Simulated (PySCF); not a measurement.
Sn(F)(Cl)2(Br), SMILES [Sn]([F])([Br])([Cl])[Cl] (BrCl2FSn), PBE0/def2-SVP optimised geometry. Atoms within 1.6 Å of the plane z = 1.5 Å (x, y, z in Å): F1 (-1.40, -1.92, 1.61), Sn2 (-0.79, -1.07, 0.00), Cl4 (-1.65, 1.07, 0.00), Br5 (1.65, -1.07, 0.00).

Level of theory: PBE0/def2-TZVP, def2 effective core potentials past Kr run with PySCF 2.14.0. The core electrons that the potentials of Sn replace are not part of the density. Cells within 0.4 Å of a nucleus heavier than hydrogen are left out (blank, or x).

Map of the log10 of the electron density (e/bohr³), floored at −4 on the plane z = 1.5 Å:

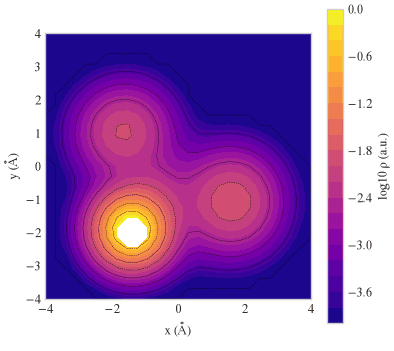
Figure: Log10 of the electron density (e/bohr³), floored at −4 on the plane z = 1.5 Å.
